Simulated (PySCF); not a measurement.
# C5H6FNO2: magnetic properties

Aim: compute the magnetic properties of C5H6FNO2 (`N#C[C@H]1CO[C@H](F)OC1`).

Programs: PySCF 2.14.0, with routines of our own; each step states its level. All values are computed. Atoms count from 0.

## 1. The starting structure

15 atoms, charge 0, multiplicity 1; geometry from: GFN2-xTB.

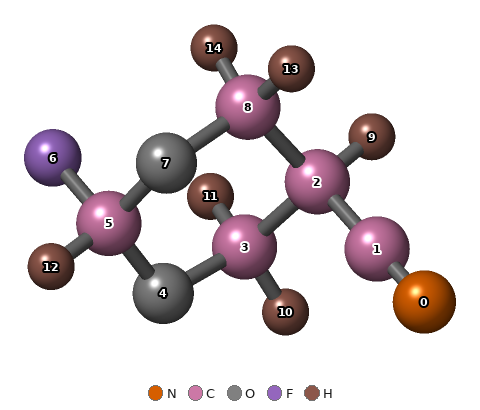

The starting geometry (nitrogen orange, carbon pink, oxygen grey, fluorine purple, hydrogen brown).

## 2. Magnetic properties: GIAO BHandHLYP/pcSseg-1

Job settings and geometry (Å):

```
{"job": {"kind": "mag", "xc": "BHandHLYP", "basis": "pcSseg-1", "isotopologues": 0}, "charge": 0, "multiplicity": 1}
N     -2.061622     0.733412    -2.090280
C     -1.623454     0.479883    -1.066968
C     -1.070386     0.159500     0.231281
C     -0.405016    -1.227964     0.208438
O      0.772280    -1.209342    -0.588879
C      1.652738    -0.235342    -0.229667
F      2.165013    -0.541675     1.031872
O      1.162903     1.034418    -0.202686
C      0.014168     1.178665     0.622976
H     -1.879763     0.173434     0.968175
H     -1.049851    -1.981772    -0.245562
H     -0.151488    -1.527974     1.233734
H      2.496703    -0.261886    -0.929110
H     -0.320536     2.206526     0.475891
H      0.293896     1.028106     1.673975
```

With the program's defaults for keys left out, this is: GIAO BHandHLYP/pcSseg-1 magnetisability, rotational g tensor and spin-rotation constants, non-relativistic, gas phase.

Started as:

```console
$ OMP_NUM_THREADS=1 python excited_run.py task.json out
```

This one command runs all jobs of the session in turn.

The program printed:

```text
coarse grid: 13472 points
cycle   1  E = -498.5878691147  dE =  1.837e+00  |g| = 9.953e-01  |ddm| = 3.497e+00
cycle   2  E = -498.4930494172  dE =  9.482e-02  |g| = 1.252e+00  |ddm| = 1.384e+00
cycle   3  E = -498.7735728353  dE = -2.805e-01  |g| = 1.989e-01  |ddm| = 8.857e-01
cycle   4  E = -498.7804832650  dE = -6.910e-03  |g| = 8.490e-02  |ddm| = 1.583e-01
cycle   5  E = -498.7819076395  dE = -1.424e-03  |g| = 8.916e-03  |ddm| = 6.601e-02
cycle   6  E = -498.7819238081  dE = -1.617e-05  |g| = 2.983e-03  |ddm| = 1.015e-02
cycle   7  E = -498.7819257618  dE = -1.954e-06  |g| = 7.080e-04  |ddm| = 3.161e-03
final grid: 133288 points
cycle   8  E = -498.8448767091  dE = -2.396e-05  |g| = 3.802e-03  |ddm| = 1.545e-02
cycle   9  E = -498.8448767002  dE =  8.881e-09  |g| = 3.979e-03  |ddm| = 4.936e-03
cycle  10  E = -498.8448794950  dE = -2.795e-06  |g| = 6.088e-04  |ddm| = 2.503e-03
cycle  11  E = -498.8448795505  dE = -5.554e-08  |g| = 3.692e-04  |ddm| = 5.916e-04
cycle  12  E = -498.8448795771  dE = -2.651e-08  |g| = 6.111e-05  |ddm| = 2.739e-04
cycle  13  E = -498.8448795779  dE = -8.430e-10  |g| = 1.434e-05  |ddm| = 6.119e-05
converged SCF energy = -498.8448795779

Magnetisability tensor (1e-30 J/T^2)
    -1168.14        7.83       15.31
        7.83    -1111.17        9.03
       15.31        9.03    -1175.72
isotropic -1151.68   principal values   -1187.77  -1159.02  -1108.23
isotropic susceptibility -69.356 1e-6 cm^3/mol

Inertial axes            a          b          c
rot. const./GHz      3.3659     1.3001     1.1938
chi total           -69.851    -66.739    -71.476
chi diamagnetic    -457.787   -953.179  -1030.198
chi paramagnetic    387.936    886.439    958.722
quadrupole/D A      -17.315      6.782     10.533
g nuclear            0.5864     0.5204     0.5198
g electronic        -0.6134    -0.5414    -0.5377
g total             -0.0270    -0.0210    -0.0179

Spin-rotation constants (kHz, H = +C I.J)
atom  isotope        aa         bb         cc
  0    14N        0.333      0.308      0.178
  6    19F        3.055      0.768      1.468
  9     1H       -0.357     -0.144      0.009
 10     1H       -0.214      0.025     -0.139
 11     1H       -0.131     -0.121     -0.027
 12     1H       -0.242     -0.130      0.058
 13     1H       -0.213      0.025     -0.139
 14     1H       -0.131     -0.121     -0.027
  1    13C*       0.626      0.589      0.329
  2    13C*       0.569      0.207      0.155
  3    13C*       0.692      0.296      0.223
  4    17O*      -0.314     -0.135     -0.176
  5    13C*       0.926      0.372      0.344
* in the singly substituted isotopologue
```

It took 22 s on 1 thread of Intel Xeon 6975P-C, shared host; peak memory 0.83 GiB.

Key values:

| quantity | value |
| --- | --- |
| magnetisability | -1152·10⁻³⁰ J/T² |
| molar susceptibility | -69.4·10⁻⁶ cm³/mol |
| rotational g (a, b, c) | -0.0270, -0.0210, -0.0179 |

## 3. Magnetic properties: GIAO X3LYP/6-31++G**

Settings changed since step 2:

```diff
@@ -1,2 +1,2 @@
-{"job": {"kind": "mag", "xc": "BHandHLYP", "basis": "pcSseg-1", "isotopologues": 0}, "charge": 0, "multiplicity": 1}
+{"job": {"kind": "mag", "xc": "X3LYP", "basis": "6-31++G**"}, "charge": 0, "multiplicity": 1}
 N     -2.061622     0.733412    -2.090280
```

Method: GIAO X3LYP/6-31++G** magnetisability, rotational g tensor and spin-rotation constants, non-relativistic, gas phase.

The program printed:

```text
coarse grid: 13472 points
cycle   1  E = -498.8658470974  dE =  1.585e+00  |g| = 9.438e-01  |ddm| = 5.061e+00
cycle   2  E = -498.5293814592  dE =  3.365e-01  |g| = 1.610e+00  |ddm| = 3.003e+00
cycle   3  E = -499.0157982781  dE = -4.864e-01  |g| = 3.121e-01  |ddm| = 1.897e+00
cycle   4  E = -499.0355593563  dE = -1.976e-02  |g| = 8.562e-02  |ddm| = 3.813e-01
cycle   5  E = -499.0370079581  dE = -1.449e-03  |g| = 1.650e-02  |ddm| = 1.047e-01
cycle   6  E = -499.0370644536  dE = -5.650e-05  |g| = 6.090e-03  |ddm| = 3.136e-02
cycle   7  E = -499.0370716017  dE = -7.148e-06  |g| = 1.602e-03  |ddm| = 8.968e-03
final grid: 133288 points
cycle   8  E = -498.9784600404  dE = -3.645e-05  |g| = 6.596e-03  |ddm| = 1.073e-01
cycle   9  E = -498.9784516011  dE =  8.439e-06  |g| = 9.414e-03  |ddm| = 1.993e-02
cycle  10  E = -498.9784689393  dE = -1.734e-05  |g| = 1.532e-03  |ddm| = 1.219e-02
cycle  11  E = -498.9784693968  dE = -4.575e-07  |g| = 5.431e-04  |ddm| = 1.952e-03
cycle  12  E = -498.9784694561  dE = -5.928e-08  |g| = 1.256e-04  |ddm| = 6.901e-04
cycle  13  E = -498.9784694594  dE = -3.318e-09  |g| = 3.563e-05  |ddm| = 2.692e-04
cycle  14  E = -498.9784694596  dE = -2.368e-10  |g| = 1.219e-05  |ddm| = 8.014e-05
converged SCF energy = -498.9784694596

Magnetisability tensor (1e-30 J/T^2)
    -1146.24        6.98       15.59
        6.98    -1093.41        7.29
       15.59        7.29    -1148.58
isotropic -1129.41   principal values   -1163.06  -1134.26  -1090.92
isotropic susceptibility -68.015 1e-6 cm^3/mol

Inertial axes            a          b          c
rot. const./GHz      3.3659     1.3001     1.1938
chi total           -68.432    -65.697    -69.916
chi diamagnetic    -458.363   -954.015  -1030.665
chi paramagnetic    389.931    888.318    960.749
quadrupole/D A      -17.402      7.139     10.263
g nuclear            0.5864     0.5204     0.5198
g electronic        -0.6166    -0.5425    -0.5388
g total             -0.0302    -0.0221    -0.0190

Spin-rotation constants (kHz, H = +C I.J)
atom  isotope        aa         bb         cc
  0    14N        0.286      0.264      0.154
  6    19F        3.122      0.865      1.567
  9     1H       -0.351     -0.142      0.014
 10     1H       -0.210      0.026     -0.139
 11     1H       -0.120     -0.120     -0.023
 12     1H       -0.239     -0.128      0.063
 13     1H       -0.210      0.026     -0.139
 14     1H       -0.120     -0.120     -0.023
  1    13C*       0.557      0.512      0.292
  2    13C*       0.534      0.195      0.146
  3    13C*       0.648      0.279      0.210
  4    17O*      -0.334     -0.139     -0.175
  5    13C*       0.887      0.349      0.332
* in the singly substituted isotopologue
```

It took 25 s on 1 thread of Intel Xeon 6975P-C, shared host; peak memory 0.85 GiB.

In short:

```csv
quantity,value
magnetisability,-1129·10⁻³⁰ J/T²
molar susceptibility,-68.0·10⁻⁶ cm³/mol
"rotational g (a, b, c)","-0.0302, -0.0221, -0.0190"
```

## 4. Magnetic properties: GIAO wB97X/LANL2DZ

Settings changed since step 3:

```diff
@@ -1,2 +1,2 @@
-{"job": {"kind": "mag", "xc": "X3LYP", "basis": "6-31++G**"}, "charge": 0, "multiplicity": 1}
+{"job": {"kind": "mag", "xc": "wB97X", "basis": "LANL2DZ", "scf": {"max_cycle": 77}}, "charge": 0, "multiplicity": 1}
 N     -2.061622     0.733412    -2.090280
```

With the program's defaults for keys left out, this is: GIAO wB97X/LANL2DZ magnetisability, rotational g tensor and spin-rotation constants, non-relativistic, gas phase.

The program printed:

```text
final grid: 133288 points
cycle   1  E = -498.6804877379  dE =  2.209e+00  |g| = 1.057e+00  |ddm| = 4.158e+00
cycle   2  E = -498.6247923179  dE =  5.570e-02  |g| = 1.286e+00  |ddm| = 2.092e+00
cycle   3  E = -498.9533447298  dE = -3.286e-01  |g| = 1.633e-01  |ddm| = 1.091e+00
cycle   4  E = -498.9582800934  dE = -4.935e-03  |g| = 7.421e-02  |ddm| = 1.749e-01
cycle   5  E = -498.9594466705  dE = -1.167e-03  |g| = 1.083e-02  |ddm| = 7.840e-02
cycle   6  E = -498.9594808625  dE = -3.419e-05  |g| = 2.123e-03  |ddm| = 1.810e-02
cycle   7  E = -498.9594828957  dE = -2.033e-06  |g| = 3.673e-04  |ddm| = 6.863e-03
cycle   8  E = -498.9594829483  dE = -5.258e-08  |g| = 2.545e-04  |ddm| = 1.228e-03
cycle   9  E = -498.9594829618  dE = -1.350e-08  |g| = 4.824e-05  |ddm| = 3.260e-04
cycle  10  E = -498.9594829625  dE = -6.602e-10  |g| = 1.720e-05  |ddm| = 1.028e-04
converged SCF energy = -498.9594829625

Magnetisability tensor (1e-30 J/T^2)
    -1187.84        6.89       14.25
        6.89    -1136.58        5.83
       14.25        5.83    -1182.23
isotropic -1168.88   principal values   -1199.60  -1172.69  -1134.36
isotropic susceptibility -70.392 1e-6 cm^3/mol

Inertial axes            a          b          c
rot. const./GHz      3.3659     1.3001     1.1938
chi total           -70.893    -68.313    -71.970
chi diamagnetic    -458.270   -953.151  -1030.728
chi paramagnetic    387.377    884.839    958.758
quadrupole/D A      -17.054      6.178     10.876
g nuclear            0.5864     0.5204     0.5198
g electronic        -0.6125    -0.5404    -0.5377
g total             -0.0261    -0.0200    -0.0179

Spin-rotation constants (kHz, H = +C I.J)
atom  isotope        aa         bb         cc
  0    14N        0.295      0.272      0.158
  6    19F        3.225      0.785      1.614
  9     1H       -0.365     -0.151     -0.001
 10     1H       -0.242      0.011     -0.146
 11     1H       -0.164     -0.132     -0.037
 12     1H       -0.278     -0.141      0.045
 13     1H       -0.242      0.011     -0.146
 14     1H       -0.164     -0.132     -0.037
  1    13C*       0.554      0.522      0.296
  2    13C*       0.481      0.178      0.124
  3    13C*       0.609      0.266      0.191
  4    17O*      -0.317     -0.129     -0.174
  5    13C*       0.873      0.350      0.338
* in the singly substituted isotopologue
```

Run time: 15 s. Hardware: 1 thread of Intel Xeon 6975P-C, shared host; peak memory 0.67 GiB.

These settings were drawn to be risky (wB97X/LANL2DZ; max cycle 77); the run ended normally, but its values are left out of the summary.

## 5. The levels compared

```
                  level  ξ (10⁻³⁰ J/T²)     g(a)     g(b)  gap (eV)  functions  time
GIAO BHandHLYP/pcSseg-1           -1152  -0.0270  -0.0210     11.46        183  22 s
   GIAO X3LYP/6-31++G**           -1129  -0.0302  -0.0221      7.84        198  25 s
```

## 6. Summary of results

```
                                                quantity                      value
       magnetisability (step 2, GIAO BHandHLYP/pcSseg-1)           -1152·10⁻³⁰ J/T²
  molar susceptibility (step 2, GIAO BHandHLYP/pcSseg-1)         -69.4·10⁻⁶ cm³/mol
rotational g (a, b, c) (step 2, GIAO BHandHLYP/pcSseg-1)  -0.0270, -0.0210, -0.0179
                         magnetisability over the levels  -1152 to -1129·10⁻³⁰ J/T²
```

What this shows: The magnetisability spreads by 2.0 % over 2 levels of like cost. Two levels can agree by chance, so this spread shows no convergence. Vibrational averaging and real surroundings are missing from these values.
